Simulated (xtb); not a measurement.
**Ge2NHCl6: geometry relaxation (part 3 of 3)**

The same run, continued: Ge2NHCl6 ((Cl3Ge)2NH); GFN-FF (xtb 6.7.1).  The settings are looser than a standard set-up, so the numbers are not reference values.

Geometry of the input (Å):
```
Ge -0.3228  1.3846  0.8051
Cl 0.7103  2.1420  2.4201
Cl -0.8158  2.8936  -0.6191
Cl -2.1202  0.5795  1.5332
N  0.6608  0.0120  0.1154
Ge 0.1622  -1.3992  -0.9020
Cl 1.8082  -2.0270  -1.9029
Cl -1.4178  -0.7956  -2.1658
Cl -0.5535  -2.9314  0.4743
H  1.7008  0.1547  0.2000
```

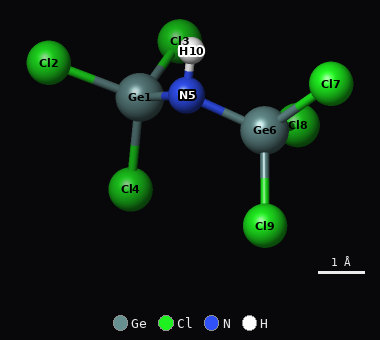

The geometry at step 11 of the log (ball-and-stick view, seen at a tilt; atoms are numbered from 1 in the order of the input).

## What the program printed, continued
```
 ---------------------------
Ge1-Cl2=2.1618       Ge1-Cl3=2.1632       Ge1-Cl4=2.1642       Ge1-N5=1.8771        Ge1-Ge6=3.0910       Cl2-Ge1=2.1618
Cl3-Ge1=2.1632       Cl4-Ge1=2.1642       N5-Ge1=1.8771        N5-Ge6=1.8757        N5-H10=1.0103        Ge6-Ge1=3.0910
Ge6-N5=1.8757        Ge6-Cl7=2.1611       Ge6-Cl8=2.1628       Ge6-Cl9=2.1617       Cl7-Ge6=2.1611       Cl8-Ge6=2.1628
Cl9-Ge6=2.1617       H10-N5=1.0103
 N  H  Rav=1.0103 sigma=0.0000  Rmin=1.0103  Rmax=1.0103     1
 Ge N  Rav=1.8764 sigma=0.0007  Rmin=1.8757  Rmax=1.8771     2
 Ge Cl Rav=2.1625 sigma=0.0010  Rmin=2.1611  Rmax=2.1642     6
 Ge Ge Rav=3.0910 sigma=0.0000  Rmin=3.0910  Rmax=3.0910     1

 selected bond angles (degree)
 --------------------
Cl3-Ge1-Cl2=107.16             Cl4-Ge1-Cl2=107.49             Cl4-Ge1-Cl3=106.96             N5-Ge1-Cl2=111.64
N5-Ge1-Cl3=111.36              N5-Ge1-Cl4=111.96              Ge6-Ge1-Cl2=145.43             Ge6-Ge1-Cl3= 96.76
Ge6-Ge1-Cl4= 88.25             Ge6-Ge1-N5= 34.53              Ge6-N5-Ge1=110.91              H10-N5-Ge1=105.04
H10-N5-Ge6=109.64              N5-Ge6-Ge1= 34.56              Cl7-Ge6-Ge1=144.91             Cl7-Ge6-N5=111.20
Cl8-Ge6-Ge1= 88.19             Cl8-Ge6-N5=111.67              Cl8-Ge6-Cl7=106.88             Cl9-Ge6-Ge1= 97.11
Cl9-Ge6-N5=111.61              Cl9-Ge6-Cl7=107.60             Cl9-Ge6-Cl8=107.64

 selected dihedral angles (degree)
 ---------------------------------
Ge6-N5-Ge1-Cl2=170.46         Ge6-N5-Ge1-Cl3=290.20         Ge6-N5-Ge1-Cl4= 49.90         H10-N5-Ge1-Cl2=288.83
H10-N5-Ge1-Cl3= 48.57         H10-N5-Ge1-Cl4=168.26         H10-N5-Ge1-Ge6=118.37         Ge1-Ge6-N5-H10=244.46
Cl7-Ge6-N5-Ge1=169.73         Cl7-Ge6-N5-H10= 54.19         Cl8-Ge6-N5-Ge1= 50.44         Cl8-Ge6-N5-H10=294.90
Cl9-Ge6-N5-Ge1=289.89         Cl9-Ge6-N5-H10=174.35
           -------------------------------------------------
          |                Final Singlepoint                |
           -------------------------------------------------
         :::::::::::::::::::::::::::::::::::::::::::::::::::::
         ::                     SUMMARY                     ::
         :::::::::::::::::::::::::::::::::::::::::::::::::::::
         :: total energy              -0.558811083200 Eh    ::
         :: gradient norm              0.002598517762 Eh/a0 ::
         ::.................................................::
         :: bond energy               -0.571042648482 Eh    ::
         :: angle energy               0.030988194006 Eh    ::
         :: torsion energy             0.001809144850 Eh    ::
         :: repulsion energy           0.049073645649 Eh    ::
         :: electrostat energy        -0.056904516832 Eh    ::
         :: dispersion energy         -0.012359857293 Eh    ::
         :: HB energy                 -0.000028604045 Eh    ::
         :: XB energy                  0.000000000000 Eh    ::
         :: bonded atm energy         -0.000346441052 Eh    ::
         :: external energy            0.000000000000 Eh    ::
         :: add. restraining           0.000000000000 Eh    ::
         :: total charge              -0.000000000000 e     ::
         :::::::::::::::::::::::::::::::::::::::::::::::::::::

           -------------------------------------------------
          |                Property Printout                |
           -------------------------------------------------

molecular dipole:
                 x           y           z       tot (Debye)
 q only:        0.381       0.141      -0.089       1.058
           -------------------------------------------------
          |                Geometry Summary                 |
           -------------------------------------------------

      molecular mass/u    :      372.9873698
   center of mass at/Å    :       -0.2339529      -0.0590854       0.0171785
  moments of inertia/u·Å² :        0.7687565E+03   0.1852154E+04   0.1946115E+04
rotational constants/cm⁻¹ :        0.2192844E-01   0.9101634E-02   0.8662198E-02

 * 9 selected distances

     #   Z          #   Z                                           value/Å
     1  32 ge       2  17 cl                                      2.1617881
     1  32 ge       3  17 cl                                      2.1631583
     1  32 ge       4  17 cl                                      2.1641903 (max)
     1  32 ge       5   7 n                                       1.8770645
     5   7 n        6  32 ge                                      1.8757305
     6  32 ge       7  17 cl                                      2.1611022
     6  32 ge       8  17 cl                                      2.1627704
     6  32 ge       9  17 cl                                      2.1617308
     5   7 n       10   1 h                                       1.0102522 (min)

 * 3 distinct bonds (by element types)

   Z      Z             #   av. dist./Å        max./Å        min./Å
   1 H    7 N           1     1.0102522     1.0102522     1.0102522
   7 N   32 Ge          2     1.8763975     1.8770645     1.8757305
  17 Cl  32 Ge          6     2.1624567     2.1641903     2.1611022

optimized geometry written to: xtbopt.coord

           -------------------------------------------------
          | TOTAL ENERGY               -0.558811083200 Eh   |
          | GRADIENT NORM               0.002598517762 Eh/α |
           -------------------------------------------------
########################################################################
[WARNING] Runtime exception occurred
-1- gfnff_setup: Could not read topology file.
########################################################################

------------------------------------------------------------------------
------------------------------------------------------------------------
 total:
 *  cpu-time:     0 d,  0 h,  0 min,  0.021 sec
 * ratio c/w:     0.322 speedup
 SCF:
 *  cpu-time:     0 d,  0 h,  0 min,  0.001 sec
 * ratio c/w:     0.999 speedup
 ANC optimizer:
 *  cpu-time:     0 d,  0 h,  0 min,  0.014 sec
 * ratio c/w:     0.266 speedup
```

## Standard error
```
normal termination of xtb
```

## Trajectory as extended XYZ (Å, eV, eV/Å), 22 frames, from step=0 to step=21
```
10
Properties=species:S:1:pos:R:3 step=0 energy=-14.64681
Ge   -0.3228    1.3846    0.8051
Cl    0.7103    2.1420    2.4201
Cl   -0.8158    2.8936   -0.6191
Cl   -2.1202    0.5795    1.5332
N     0.6608    0.0120    0.1154
Ge    0.1622   -1.3992   -0.9020
Cl    1.8082   -2.0270   -1.9029
Cl   -1.4178   -0.7956   -2.1658
Cl   -0.5535   -2.9314    0.4743
H     1.7008    0.1547    0.2000
10
Properties=species:S:1:pos:R:3 step=1 energy=-14.95068
Ge   -0.3382    1.3741    0.8361
Cl    0.7091    2.2551    2.4597
Cl   -0.7802    2.9403   -0.5961
Cl   -2.1761    0.5795    1.5713
N     0.6901    0.0326    0.1283
Ge    0.1483   -1.4103   -0.8379
Cl    1.7855   -2.0986   -1.9915
Cl   -1.3903   -0.8365   -2.2461
Cl   -0.5483   -3.0071    0.4490
H     1.7122    0.1841    0.1855
10
Properties=species:S:1:pos:R:3 step=2 energy=-15.01232
Ge   -0.3243    1.3830    0.8526
Cl    0.6772    2.3127    2.5303
Cl   -0.7903    2.9297   -0.6070
Cl   -2.2069    0.6113    1.5984
N     0.7406    0.0481    0.1382
Ge    0.1727   -1.3872   -0.8640
Cl    1.8242   -2.1979   -2.0088
Cl   -1.4559   -0.8749   -2.2134
Cl   -0.5742   -3.0250    0.3636
H     1.7489    0.2134    0.1684
10
Properties=species:S:1:pos:R:3 step=3 energy=-15.04825
Ge   -0.3295    1.3740    0.8715
Cl    0.6551    2.3546    2.5471
Cl   -0.7728    2.9087   -0.6021
Cl   -2.2267    0.5990    1.5992
N     0.7534    0.0229    0.1723
Ge    0.1664   -1.4072   -0.8676
Cl    1.8065   -2.2193   -2.0501
Cl   -1.4291   -0.8457   -2.2302
Cl   -0.5703   -3.0072    0.3920
H     1.7591    0.2334    0.1263
10
Properties=species:S:1:pos:R:3 step=4 energy=-15.05961
Ge   -0.3307    1.3739    0.8918
Cl    0.6308    2.3906    2.5590
Cl   -0.7561    2.8691   -0.6148
Cl   -2.2287    0.5884    1.5976
N     0.7738   -0.0022    0.2329
Ge    0.1721   -1.4199   -0.8541
Cl    1.7868   -2.2326   -2.0738
Cl   -1.4056   -0.8220   -2.2161
Cl   -0.6005   -3.0191    0.3748
H     1.7701    0.2870    0.0610
10
Properties=species:S:1:pos:R:3 step=5 energy=-15.07757
Ge   -0.3283    1.3804    0.8917
Cl    0.6191    2.4120    2.5484
Cl   -0.7624    2.8502   -0.6276
Cl   -2.2115    0.5822    1.6012
N     0.7841    0.0012    0.2374
Ge    0.1748   -1.4218   -0.8543
Cl    1.7714   -2.2362   -2.0849
Cl   -1.3984   -0.7990   -2.2030
Cl   -0.6002   -3.0295    0.3583
H     1.7634    0.2737    0.0909
10
Properties=species:S:1:pos:R:3 step=6 energy=-15.09543
Ge   -0.3177    1.3686    0.8970
Cl    0.5921    2.4575    2.5342
Cl   -0.7682    2.8082   -0.6441
Cl   -2.2009    0.5914    1.6097
N     0.8059   -0.0248    0.2798
Ge    0.1800   -1.4240   -0.8532
Cl    1.7588   -2.2414   -2.0852
Cl   -1.3895   -0.7488   -2.1742
Cl   -0.6094   -3.0569    0.3200
H     1.7610    0.2835    0.0742
10
Properties=species:S:1:pos:R:3 step=7 energy=-15.11379
Ge   -0.2970    1.3402    0.9068
Cl    0.5433    2.5245    2.5050
Cl   -0.7651    2.6971   -0.7130
Cl   -2.1744    0.5965    1.6397
N     0.8551   -0.0769    0.3816
Ge    0.1977   -1.4195   -0.8287
Cl    1.7322   -2.2123   -2.0986
Cl   -1.3649   -0.6615   -2.1127
Cl   -0.6651   -3.0976    0.2450
H     1.7502    0.3227    0.0332
10
Properties=species:S:1:pos:R:3 step=8 energy=-15.13490
Ge   -0.2929    1.3250    0.9036
Cl    0.5557    2.5270    2.4786
Cl   -0.7680    2.6726   -0.7306
Cl   -2.1727    0.5861    1.6406
N     0.8589   -0.0767    0.3813
Ge    0.1977   -1.4044   -0.8201
Cl    1.7327   -2.1879   -2.0888
Cl   -1.3683   -0.6415   -2.0988
Cl   -0.6715   -3.0956    0.2336
H     1.7405    0.3088    0.0589
10
Properties=species:S:1:pos:R:3 step=9 energy=-15.15643
Ge   -0.2939    1.3001    0.9008
Cl    0.5533    2.5441    2.4429
Cl   -0.7456    2.6005   -0.7830
Cl   -2.1679    0.5498    1.6571
N     0.8700   -0.0964    0.4211
Ge    0.1837   -1.3818   -0.7985
Cl    1.7182   -2.1709   -2.0715
Cl   -1.3561   -0.5515   -2.0743
Cl   -0.6640   -3.1018    0.2145
H     1.7143    0.3211    0.0491
10
Properties=species:S:1:pos:R:3 step=10 energy=-15.17104
Ge   -0.2848    1.2489    0.8933
Cl    0.5492    2.5693    2.3919
Cl   -0.7297    2.4875   -0.8337
Cl   -2.1665    0.4995    1.6641
N     0.9059   -0.1344    0.4775
Ge    0.1855   -1.3621   -0.7630
Cl    1.7195   -2.1155   -2.0786
Cl   -1.3343   -0.4572   -2.0242
Cl   -0.7204   -3.0645    0.2073
H     1.6876    0.3418    0.0237
10
Properties=species:S:1:pos:R:3 step=11 energy=-15.17448
Ge   -0.2882    1.2599    0.8896
Cl    0.5549    2.5421    2.4092
Cl   -0.7343    2.5041   -0.8198
Cl   -2.1652    0.4916    1.6583
N     0.8991   -0.1158    0.4489
Ge    0.1828   -1.3581   -0.7685
Cl    1.7238   -2.1282   -2.0809
Cl   -1.3343   -0.4833   -2.0421
Cl   -0.7196   -3.0389    0.2354
H     1.6932    0.3398    0.0282
10
Properties=species:S:1:pos:R:3 step=12 energy=-15.17725
Ge   -0.2869    1.2571    0.8986
Cl    0.5537    2.5547    2.4081
Cl   -0.7397    2.4891   -0.8202
Cl   -2.1605    0.4802    1.6555
N     0.9072   -0.1131    0.4527
Ge    0.1858   -1.3513   -0.7706
Cl    1.7188   -2.1449   -2.0747
Cl   -1.3298   -0.4714   -2.0386
Cl   -0.7304   -3.0387    0.2279
H     1.6940    0.3516    0.0194
10
Properties=species:S:1:pos:R:3 step=13 energy=-15.17921
Ge   -0.2843    1.2491    0.8979
Cl    0.5380    2.5596    2.4095
Cl   -0.7453    2.4758   -0.8179
Cl   -2.1483    0.4636    1.6656
N     0.9190   -0.1130    0.4483
Ge    0.1884   -1.3483   -0.7719
Cl    1.7161   -2.1627   -2.0675
Cl   -1.3176   -0.4531   -2.0406
Cl   -0.7475   -3.0219    0.2354
H     1.6937    0.3642   -0.0004
10
Properties=species:S:1:pos:R:3 step=14 energy=-15.18224
Ge   -0.2782    1.2402    0.9024
Cl    0.5284    2.5592    2.4164
Cl   -0.7706    2.4619   -0.8025
Cl   -2.1328    0.4296    1.6648
N     0.9382   -0.1052    0.4330
Ge    0.1910   -1.3423   -0.7731
Cl    1.7093   -2.2009   -2.0538
Cl   -1.2931   -0.4325   -2.0563
Cl   -0.7769   -2.9825    0.2600
H     1.6967    0.3858   -0.0327
10
Properties=species:S:1:pos:R:3 step=15 energy=-15.18822
Ge   -0.2731    1.2240    0.9097
Cl    0.5069    2.5528    2.4316
Cl   -0.8250    2.4637   -0.7539
Cl   -2.0892    0.3365    1.6784
N     0.9775   -0.0780    0.3823
Ge    0.1999   -1.3306   -0.7826
Cl    1.6985   -2.3033   -2.0133
Cl   -1.2356   -0.4092   -2.1091
Cl   -0.8518   -2.8810    0.3218
H     1.7041    0.4385   -0.1066
10
Properties=species:S:1:pos:R:3 step=16 energy=-15.19317
Ge   -0.2629    1.2187    0.9128
Cl    0.5004    2.5275    2.4503
Cl   -0.8866    2.4687   -0.7285
Cl   -2.0514    0.2828    1.6946
N     1.0036   -0.0555    0.3447
Ge    0.2019   -1.3212   -0.7849
Cl    1.6847   -2.3755   -1.9713
Cl   -1.1864   -0.3988   -2.1641
Cl   -0.8992   -2.8069    0.3634
H     1.7079    0.4734   -0.1586
10
Properties=species:S:1:pos:R:3 step=17 energy=-15.19763
Ge   -0.2639    1.2140    0.9104
Cl    0.5173    2.5098    2.4429
Cl   -0.9155    2.4847   -0.7133
Cl   -2.0316    0.2555    1.7114
N     1.0065   -0.0461    0.3297
Ge    0.2009   -1.3164   -0.7841
Cl    1.6822   -2.3980   -1.9309
Cl   -1.1624   -0.4093   -2.1986
Cl   -0.9200   -2.7678    0.3682
H     1.6985    0.4869   -0.1774
10
Properties=species:S:1:pos:R:3 step=18 energy=-15.20041
Ge   -0.2651    1.2041    0.9135
Cl    0.5274    2.5006    2.4421
Cl   -0.9583    2.4830   -0.6937
Cl   -2.0007    0.2076    1.7431
N     1.0231   -0.0288    0.3089
Ge    0.2064   -1.3068   -0.7860
Cl    1.6776   -2.4555   -1.8829
Cl   -1.1187   -0.4066   -2.2431
Cl   -0.9676   -2.7067    0.3762
H     1.6880    0.5223   -0.2199
10
Properties=species:S:1:pos:R:3 step=19 energy=-15.20297
Ge   -0.2697    1.2053    0.9166
Cl    0.5491    2.5030    2.4399
Cl   -0.9796    2.4798   -0.6892
Cl   -1.9909    0.2149    1.7749
N     1.0167   -0.0220    0.3073
Ge    0.2102   -1.3075   -0.7915
Cl    1.6817   -2.4718   -1.8567
Cl   -1.0984   -0.4226   -2.2701
Cl   -0.9802   -2.6959    0.3533
H     1.6730    0.5299   -0.2266
10
Properties=species:S:1:pos:R:3 step=20 energy=-15.20520
Ge   -0.2705    1.2035    0.9228
Cl    0.5679    2.5041    2.4388
Cl   -1.0165    2.4743   -0.6663
Cl   -1.9708    0.1985    1.8054
N     1.0159   -0.0093    0.2904
Ge    0.2142   -1.3076   -0.8000
Cl    1.6874   -2.5101   -1.8200
Cl   -1.0600   -0.4272   -2.3124
Cl   -1.0132   -2.6615    0.3556
H     1.6576    0.5484   -0.2560
10
Properties=species:S:1:pos:R:3 step=21 energy=-15.20602
Ge   -0.2640    1.2059    0.9292
Cl    0.5685    2.5129    2.4366
Cl   -1.0208    2.4642   -0.6593
Cl   -1.9692    0.2036    1.8074
N     1.0122   -0.0118    0.2876
Ge    0.2086   -1.3144   -0.7967
Cl    1.6941   -2.5007   -1.8245
Cl   -1.0465   -0.4249   -2.3169
Cl   -1.0206   -2.6652    0.3599
H     1.6499    0.5437   -0.2651
```

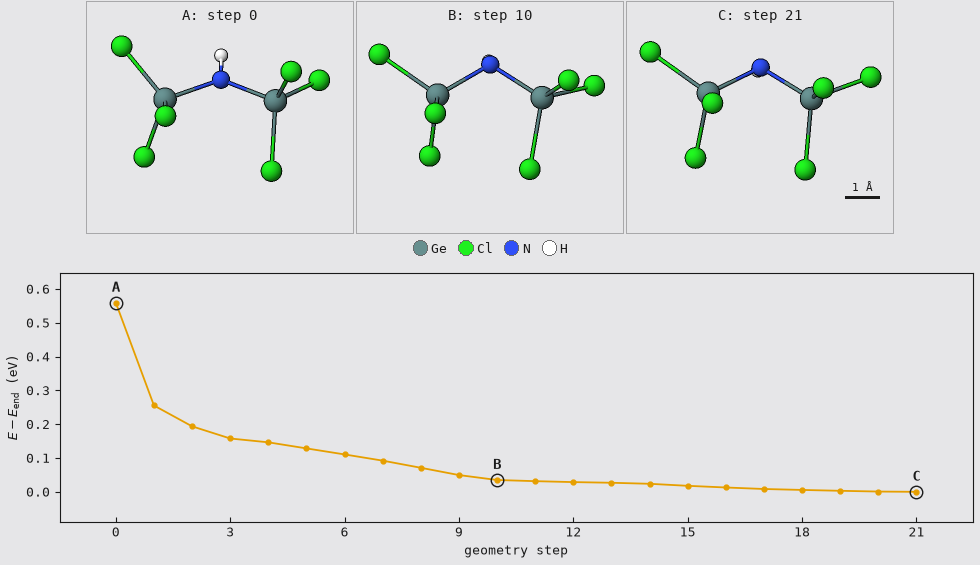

Frames of the relaxation (ball-and-stick view, seen at a tilt) above the curves, on which the letters mark them (steps are counted from 0).

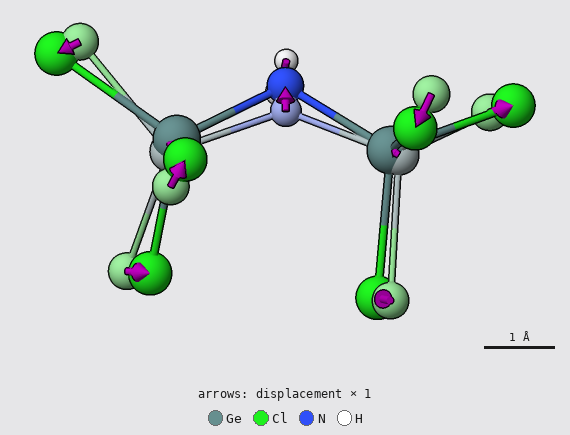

Start (faint) and end (solid) with the displacements as pink arrows, at true length (ball-and-stick view, seen at a tilt). The two geometries are laid on each other by the best rigid fit. After 21 geometry steps the energy has fallen by 0.559 eV. H10 moves most after the best rigid fit: 0.60 Å. Largest moves by element: H 0.60 Å, Cl 0.57 Å, N 0.39 Å, Ge 0.23 Å. Among the contacts that change: Ge6–Cl7 2.026 → 2.161 Å, Ge1–Cl2 2.061 → 2.162 Å, N5–Ge6 1.810 → 1.876 Å, Ge1–Cl4 2.100 → 2.164 Å. Among the angles that change: Ge1–N5–Ge6 130.6° → 110.9°, Ge1–N5–H10 113.6° → 105.0°, Cl7–Ge6–Cl8 113.6° → 106.9°. (Atoms are counted from 1 in the order of the input.)

## Key numbers

| quantity | value |
| --- | --- |
| outcome | converged |
| total energy | −0.558811 hartree |
| dispersion energy | −0.012360 hartree |
| dipole moment | 1.06 D |
| peak memory | 0.071 GiB |

## Remarks

Settings chosen away from the usual ones: method = gfn-ff; task = optimise; opt_level = loose; x = {}; partner = base. These settings are looser than, or depart from, a standard set-up, so the numbers are not reference values for this system.
